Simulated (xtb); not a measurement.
**Run report: BSi$_{2}$H$_{5}$O, geometry relaxation (part 3 of 3)**

BSi$_{2}$H$_{5}$O, SMILES [SiH3]B1O[SiH2]1; GFN2-xTB (xtb 6.7.1). The atoms were displaced at random from an optimised geometry.

Geometry of the input (Å):
```
Si 0.1109  1.3870  -1.1724
B  -0.0021  -0.1639  0.0868
O  -1.0320  -1.1255  0.2933
Si 0.3846  -1.4792  1.4453
H  1.3206  1.2575  -1.9282
H  0.1116  2.5768  -0.5278
H  -0.9620  1.4346  -2.2014
H  -0.3505  -1.2437  2.8141
H  0.6721  -2.8178  1.0961
```

**What the program printed, continued**
```
 ---------------------------------
O3-B2-Si1-H5=236.87           O3-B2-Si1-H6=118.98           O3-B2-Si1-H7=357.85           Si4-B2-Si1-H5= 56.20
Si4-B2-Si1-H6=298.32          Si4-B2-Si1-H7=177.19          Si4-O3-B2-Si1=179.77          O3-Si4-B2-Si1=180.53
H8-Si4-B2-Si1=105.79          H8-Si4-B2-O3=285.26           H9-Si4-B2-Si1=255.41          H9-Si4-B2-O3= 74.88
H8-Si4-O3-B2=122.06           H9-Si4-O3-B2=238.14
           -------------------------------------------------
          |                Final Singlepoint                |
           -------------------------------------------------

          ...................................................
          :                      SETUP                      :
          :.................................................:
          :  # basis functions                  33          :
          :  # atomic orbitals                  31          :
          :  # shells                           15          :
          :  # electrons                        22          :
          :  max. iterations                   250          :
          :  Hamiltonian                  GFN2-xTB          :
          :  restarted?                      false          :
          :  GBSA solvation                  false          :
          :  PC potential                    false          :
          :  electronic temp.          300.0000000     K    :
          :  accuracy                    1.0000000          :
          :  -> integral cutoff          0.2500000E+02      :
          :  -> integral neglect         0.1000000E-07      :
          :  -> SCF convergence          0.1000000E-05 Eh   :
          :  -> wf. convergence          0.1000000E-03 e    :
          :  Broyden damping             0.4000000          :
          :  net charge                          0          :
          :  unpaired electrons                  0          :
          ...................................................

 iter      E             dE          RMSdq      gap      omega  full diag
   1    -11.3999824 -0.114000E+02  0.106E-04    2.75       0.0  T
   2    -11.3999824 -0.727951E-11  0.569E-05    2.75     585.7  T
   3    -11.3999824  0.596856E-12  0.518E-05    2.75     643.0  T

   *** convergence criteria satisfied after 3 iterations ***

         #    Occupation            Energy/Eh            Energy/eV
      -------------------------------------------------------------
         1        2.0000           -0.7439113             -20.2429
       ...           ...                  ...                  ...
         5        2.0000           -0.4867066             -13.2440
         6        2.0000           -0.4754059             -12.9365
         7        2.0000           -0.4242022             -11.5431
         8        2.0000           -0.4220436             -11.4844
         9        2.0000           -0.4215192             -11.4701
        10        2.0000           -0.4014173             -10.9231
        11        2.0000           -0.3474898              -9.4557 (HOMO)
        12                         -0.2462755              -6.7015 (LUMO)
        13                         -0.2114963              -5.7551
        14                         -0.1829370              -4.9780
        15                         -0.1775437              -4.8312
        16                         -0.1541172              -4.1937
       ...                                ...                  ...
        31                          0.9610167              26.1506
      -------------------------------------------------------------
                  HL-Gap            0.1012142 Eh            2.7542 eV
             Fermi-level           -0.2968826 Eh           -8.0786 eV

 SCC (total)                   0 d,  0 h,  0 min,  0.002 sec
 SCC setup                      ...        0 min,  0.000 sec (  1.347%)
 Dispersion                     ...        0 min,  0.000 sec (  0.534%)
 classical contributions        ...        0 min,  0.000 sec (  0.224%)
 integral evaluation            ...        0 min,  0.001 sec ( 24.474%)
 iterations                     ...        0 min,  0.001 sec ( 25.487%)
 molecular gradient             ...        0 min,  0.001 sec ( 45.696%)
 printout                       ...        0 min,  0.000 sec (  2.038%)

         :::::::::::::::::::::::::::::::::::::::::::::::::::::
         ::                     SUMMARY                     ::
         :::::::::::::::::::::::::::::::::::::::::::::::::::::
         :: total energy             -11.310620241275 Eh    ::
         :: gradient norm              0.000097736293 Eh/a0 ::
         :: HOMO-LUMO gap              2.754178887290 eV    ::
         ::.................................................::
         :: SCC energy               -11.399980657913 Eh    ::
         :: -> isotropic ES            0.061123273151 Eh    ::
         :: -> anisotropic ES         -0.003719507763 Eh    ::
         :: -> anisotropic XC         -0.001488581879 Eh    ::
         :: -> dispersion             -0.004947213257 Eh    ::
         :: repulsion energy           0.089360416638 Eh    ::
         :: add. restraining           0.000000000000 Eh    ::
         :: total charge              -0.000000000000 e     ::
         :::::::::::::::::::::::::::::::::::::::::::::::::::::

           -------------------------------------------------
          |                Property Printout                |
           -------------------------------------------------

    * Orbital Energies and Occupations

         #    Occupation            Energy/Eh            Energy/eV
      -------------------------------------------------------------
         1        2.0000           -0.7439113             -20.2429
         2        2.0000           -0.7061382             -19.2150
         3        2.0000           -0.6340440             -17.2532
         4        2.0000           -0.5173499             -14.0778
         5        2.0000           -0.4867066             -13.2440
         6        2.0000           -0.4754059             -12.9365
         7        2.0000           -0.4242022             -11.5431
         8        2.0000           -0.4220436             -11.4844
         9        2.0000           -0.4215192             -11.4701
        10        2.0000           -0.4014173             -10.9231
        11        2.0000           -0.3474898              -9.4557 (HOMO)
        12                         -0.2462755              -6.7015 (LUMO)
        13                         -0.2114963              -5.7551
        14                         -0.1829370              -4.9780
        15                         -0.1775437              -4.8312
        16                         -0.1541172              -4.1937
        17                         -0.1378515              -3.7511
        18                         -0.1315582              -3.5799
        19                         -0.1134054              -3.0859
        20                         -0.0668304              -1.8185
        21                         -0.0401407              -1.0923
        22                         -0.0141560              -0.3852
       ...                                ...                  ...
        31                          0.9610167              26.1506
      -------------------------------------------------------------
                  HL-Gap            0.1012142 Eh            2.7542 eV
             Fermi-level           -0.2968826 Eh           -8.0786 eV

     #   Z          covCN         q      C6AA      α(0)
     1  14 si       3.688     0.383   100.158    19.171
     2   5 b        2.677     0.215    18.290     7.188
     3   8 o        1.546    -0.475    22.442     6.391
     4  14 si       3.547     0.423   101.055    19.368
     5   1 h        0.916    -0.128     6.668     4.039
     6   1 h        0.916    -0.127     6.629     4.027
     7   1 h        0.917    -0.106     5.797     3.766
     8   1 h        0.920    -0.092     5.298     3.600
     9   1 h        0.920    -0.092     5.307     3.603

 Mol. C6AA /au·bohr⁶  :       1672.680817
 Mol. C8AA /au·bohr⁸  :      66768.686520
 Mol. α(0) /au        :         71.153459

Wiberg/Mayer (AO) data.
largest (>0.10) Wiberg bond orders for each atom

 ---------------------------------------------------------------------------
     #   Z sym  total        # sym  WBO       # sym  WBO       # sym  WBO
 ---------------------------------------------------------------------------
     1  14 si   3.627 --     7 h    0.900     5 h    0.895     6 h    0.895
                             2 b    0.891
     2   5 b    3.354 --     3 o    1.456     1 si   0.891     4 si   0.809
     3   8 o    2.281 --     2 b    1.456     4 si   0.788
     4  14 si   3.408 --     9 h    0.877     8 h    0.877     2 b    0.809
                             3 o    0.788
     5   1 h    0.984 --     1 si   0.895
     6   1 h    0.984 --     1 si   0.895
     7   1 h    0.988 --     1 si   0.900
     8   1 h    0.991 --     4 si   0.877
     9   1 h    0.991 --     4 si   0.877
 ---------------------------------------------------------------------------

Topologies differ in total number of bonds
Writing topology from bond orders to xtbtopo.mol

molecular dipole:
                 x           y           z       tot (Debye)
 q only:        0.945       0.257       0.438
   full:        0.437      -0.117       0.424       1.575
molecular quadrupole (traceless):
                xx          xy          yy          xz          yz          zz
 q only:        0.079      -3.321      -2.154       2.227       0.652       2.075
  q+dip:       -0.031      -3.153      -1.567       0.696       2.055       1.598
   full:        0.121      -3.786      -2.046       1.087       2.445       1.924

           -------------------------------------------------
          |                Geometry Summary                 |
           -------------------------------------------------

      molecular mass/u    :       88.0211341
   center of mass at/Å    :       -0.0468812      -0.2358770       0.1383755
  moments of inertia/u·Å² :        0.3199159E+02   0.2513844E+03   0.2719739E+03
rotational constants/cm⁻¹ :        0.5269395E+00   0.6705918E-01   0.6198253E-01

 * 8 selected distances

     #   Z          #   Z                                           value/Å
     1  14 si       2   5 b                                       1.9538608 (max)
     2   5 b        3   8 o                                       1.3260791 (min)
     2   5 b        4  14 si                                      1.8957226
     1  14 si       5   1 h                                       1.4724037
     1  14 si       6   1 h                                       1.4723002
     1  14 si       7   1 h                                       1.4688304
     4  14 si       8   1 h                                       1.4586076
     4  14 si       9   1 h                                       1.4588128

 * 3 distinct bonds (by element types)

   Z      Z             #   av. dist./Å        max./Å        min./Å
   5 B    8 O           1     1.3260791     1.3260791     1.3260791
   1 H   14 Si          5     1.4661909     1.4724037     1.4586076
   5 B   14 Si          2     1.9247917     1.9538608     1.8957226

optimized geometry written to: xtbopt.coord

           -------------------------------------------------
          | TOTAL ENERGY              -11.310620241275 Eh   |
          | GRADIENT NORM               0.000097736293 Eh/α |
          | HOMO-LUMO GAP               2.754178887290 eV   |
           -------------------------------------------------

------------------------------------------------------------------------
------------------------------------------------------------------------
 total:
 *  cpu-time:     0 d,  0 h,  0 min,  0.056 sec
 * ratio c/w:     0.999 speedup
 SCF:
 *  cpu-time:     0 d,  0 h,  0 min,  0.004 sec
 * ratio c/w:     1.000 speedup
 ANC optimizer:
 *  cpu-time:     0 d,  0 h,  0 min,  0.046 sec
 * ratio c/w:     0.999 speedup
```

**Standard error**
```
normal termination of xtb
```

**Trajectory as extended XYZ (Å, eV, eV/Å), 15 frames, from step=0 to step=14**
```
9
Properties=species:S:1:pos:R:3 step=0 energy=-307.22301
Si    0.1109    1.3870   -1.1724
B    -0.0021   -0.1639    0.0868
O    -1.0320   -1.1255    0.2933
Si    0.3846   -1.4792    1.4453
H     1.3206    1.2575   -1.9282
H     0.1116    2.5768   -0.5278
H    -0.9620    1.4346   -2.2014
H    -0.3505   -1.2437    2.8141
H     0.6721   -2.8178    1.0961
9
Properties=species:S:1:pos:R:3 step=1 energy=-307.69460
Si    0.1014    1.3414   -1.1775
B    -0.0270   -0.1700    0.0832
O    -1.0176   -1.0960    0.2691
Si    0.3317   -1.4520    1.4507
H     1.3424    1.2587   -1.9438
H     0.1084    2.6115   -0.5054
H    -0.9625    1.4327   -2.1952
H    -0.3033   -1.2795    2.7903
H     0.6796   -2.8209    1.1343
9
Properties=species:S:1:pos:R:3 step=2 energy=-307.77175
Si    0.0969    1.3159   -1.1812
B    -0.0447   -0.1831    0.0640
O    -1.0035   -1.0658    0.3059
Si    0.3362   -1.4190    1.4489
H     1.3554    1.2619   -1.9487
H     0.1132    2.6136   -0.4924
H    -0.9667    1.4265   -2.1870
H    -0.3098   -1.3138    2.7346
H     0.6762   -2.8103    1.1617
9
Properties=species:S:1:pos:R:3 step=3 energy=-307.77619
Si    0.0997    1.3163   -1.1862
B    -0.0611   -0.1732    0.0688
O    -1.0048   -1.0704    0.3019
Si    0.3311   -1.4175    1.4441
H     1.3590    1.2595   -1.9501
H     0.1154    2.6103   -0.4865
H    -0.9676    1.4270   -2.1888
H    -0.3048   -1.3242    2.7571
H     0.6863   -2.8020    1.1455
9
Properties=species:S:1:pos:R:3 step=4 energy=-307.77693
Si    0.0973    1.3165   -1.1860
B    -0.0624   -0.1758    0.0664
O    -1.0045   -1.0752    0.3059
Si    0.3317   -1.4166    1.4458
H     1.3562    1.2532   -1.9475
H     0.1178    2.6094   -0.4825
H    -0.9650    1.4317   -2.1939
H    -0.3073   -1.3187    2.7550
H     0.6894   -2.7986    1.1426
9
Properties=species:S:1:pos:R:3 step=5 energy=-307.77719
Si    0.0946    1.3144   -1.1873
B    -0.0692   -0.1764    0.0657
O    -1.0044   -1.0832    0.3082
Si    0.3286   -1.4141    1.4469
H     1.3547    1.2437   -1.9442
H     0.1214    2.6049   -0.4774
H    -0.9621    1.4420   -2.2004
H    -0.3072   -1.3137    2.7543
H     0.6969   -2.7918    1.1400
9
Properties=species:S:1:pos:R:3 step=6 energy=-307.77728
Si    0.0944    1.3144   -1.1880
B    -0.0694   -0.1769    0.0635
O    -1.0054   -1.0834    0.3079
Si    0.3273   -1.4120    1.4465
H     1.3548    1.2415   -1.9448
H     0.1231    2.6045   -0.4783
H    -0.9623    1.4443   -2.2001
H    -0.3090   -1.3171    2.7559
H     0.6997   -2.7895    1.1432
9
Properties=species:S:1:pos:R:3 step=7 energy=-307.77733
Si    0.0950    1.3141   -1.1881
B    -0.0699   -0.1756    0.0653
O    -1.0052   -1.0842    0.3053
Si    0.3255   -1.4120    1.4466
H     1.3548    1.2405   -1.9468
H     0.1253    2.6043   -0.4801
H    -0.9631    1.4448   -2.1981
H    -0.3116   -1.3170    2.7556
H     0.7024   -2.7890    1.1460
9
Properties=species:S:1:pos:R:3 step=8 energy=-307.77737
Si    0.0951    1.3139   -1.1883
B    -0.0697   -0.1754    0.0656
O    -1.0037   -1.0860    0.3034
Si    0.3240   -1.4110    1.4480
H     1.3539    1.2375   -1.9487
H     0.1290    2.6044   -0.4810
H    -0.9640    1.4458   -2.1972
H    -0.3166   -1.3163    2.7550
H     0.7052   -2.7871    1.1490
9
Properties=species:S:1:pos:R:3 step=9 energy=-307.77742
Si    0.0957    1.3138   -1.1887
B    -0.0691   -0.1746    0.0664
O    -1.0009   -1.0888    0.3004
Si    0.3224   -1.4091    1.4507
H     1.3521    1.2330   -1.9525
H     0.1350    2.6050   -0.4829
H    -0.9658    1.4467   -2.1952
H    -0.3253   -1.3164    2.7544
H     0.7090   -2.7837    1.1530
9
Properties=species:S:1:pos:R:3 step=10 energy=-307.77748
Si    0.0967    1.3133   -1.1892
B    -0.0680   -0.1741    0.0670
O    -0.9975   -1.0920    0.2957
Si    0.3193   -1.4066    1.4545
H     1.3500    1.2272   -1.9575
H     0.1428    2.6057   -0.4856
H    -0.9682    1.4480   -2.1922
H    -0.3366   -1.3164    2.7542
H     0.7147   -2.7792    1.1588
9
Properties=species:S:1:pos:R:3 step=11 energy=-307.77754
Si    0.0979    1.3124   -1.1903
B    -0.0677   -0.1731    0.0681
O    -0.9941   -1.0958    0.2910
Si    0.3166   -1.4032    1.4585
H     1.3479    1.2208   -1.9633
H     0.1515    2.6055   -0.4884
H    -0.9707    1.4503   -2.1888
H    -0.3494   -1.3170    2.7533
H     0.7210   -2.7738    1.1657
9
Properties=species:S:1:pos:R:3 step=12 energy=-307.77760
Si    0.0993    1.3112   -1.1915
B    -0.0680   -0.1726    0.0686
O    -0.9905   -1.1009    0.2848
Si    0.3127   -1.3990    1.4632
H     1.3452    1.2127   -1.9702
H     0.1622    2.6049   -0.4911
H    -0.9731    1.4535   -2.1852
H    -0.3641   -1.3170    2.7528
H     0.7294   -2.7670    1.1744
9
Properties=species:S:1:pos:R:3 step=13 energy=-307.77763
Si    0.1001    1.3101   -1.1926
B    -0.0685   -0.1728    0.0684
O    -0.9882   -1.1045    0.2808
Si    0.3105   -1.3959    1.4662
H     1.3437    1.2072   -1.9742
H     0.1692    2.6037   -0.4926
H    -0.9746    1.4564   -2.1832
H    -0.3735   -1.3161    2.7521
H     0.7345   -2.7624    1.1809
9
Properties=species:S:1:pos:R:3 step=14 energy=-307.77766
Si    0.1005    1.3095   -1.1931
B    -0.0694   -0.1734    0.0677
O    -0.9870   -1.1073    0.2783
Si    0.3092   -1.3940    1.4679
H     1.3427    1.2040   -1.9766
H     0.1736    2.6026   -0.4929
H    -0.9750    1.4584   -2.1823
H    -0.3789   -1.3144    2.7515
H     0.7375   -2.7596    1.1853
```

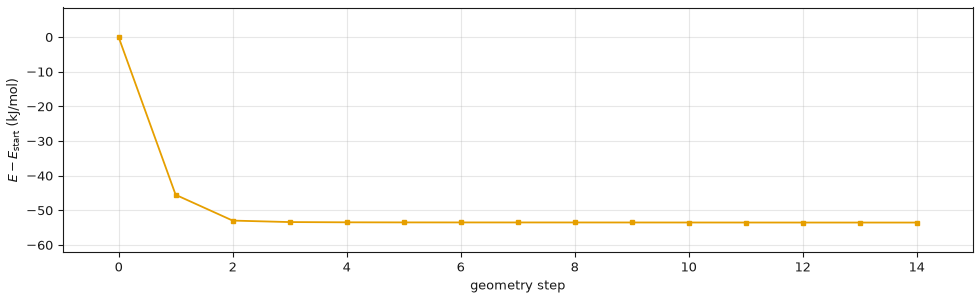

**Figure 1.** Progress of the relaxation, step by step (steps are counted from 0).

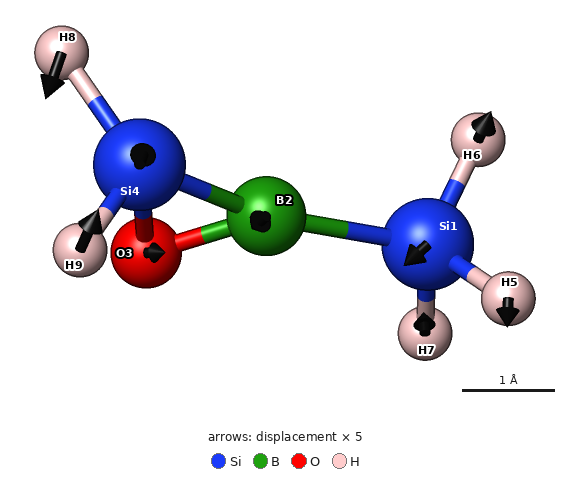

**Figure 2.** The starting structure with the displacements as black arrows, magnified 5 times (ball-and-stick view, seen at a tilt). The two geometries are laid on each other by the best rigid fit. Over 14 geometry steps the energy falls by 53.5 kJ/mol. The largest moves after the best rigid fit, 0.11 Å, are those of H8 and H9. By element the largest moves are H 0.11 Å, Si 0.10 Å, B 0.07 Å, O 0.05 Å. Among the contacts that change: Si1–H6 1.353 → 1.472 Å, Si4–H8 1.572 → 1.459 Å, B2–O3 1.424 → 1.326 Å, O3–Si4 1.860 → 1.783 Å. Among the angles that change: B2–Si4–H8 114.7° → 121.4°, H8–Si4–H9 116.9° → 111.1°, O3–Si4–H8 98.9° → 103.6°. (Atoms are counted from 1 in the order of the input.)

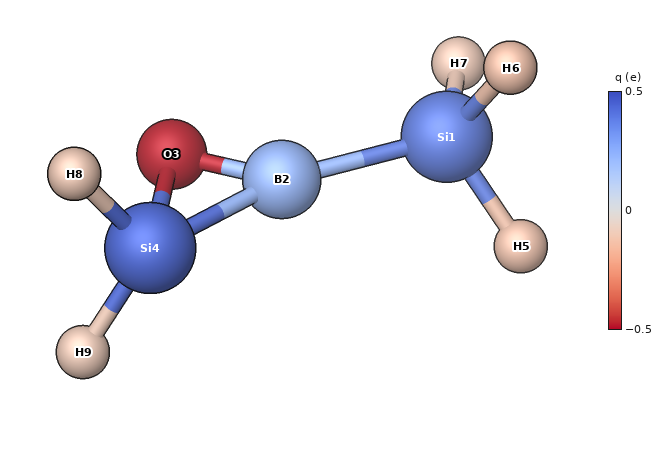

**Figure 3.** Mulliken charges, as the colour of each atom (ball-and-stick view, seen at a tilt; atoms are numbered from 1 in the order of the input). By element: Si +0.38 to +0.42, B +0.22, O −0.48 and H −0.13 to −0.09 e.

**Key numbers**

- outcome: converged
- electrons treated: 22
- total energy: −11.310620 hartree
- dispersion energy: −0.004947 hartree
- basis functions: 33
- HOMO: −9.46 eV
- LUMO: −6.70 eV
- dipole moment: 1.58 D
- peak memory: 0.074 GiB

Settings chosen away from the usual ones: method = gfn2-xtb; task = optimise; opt_level = tight; x = {}; partner = base.
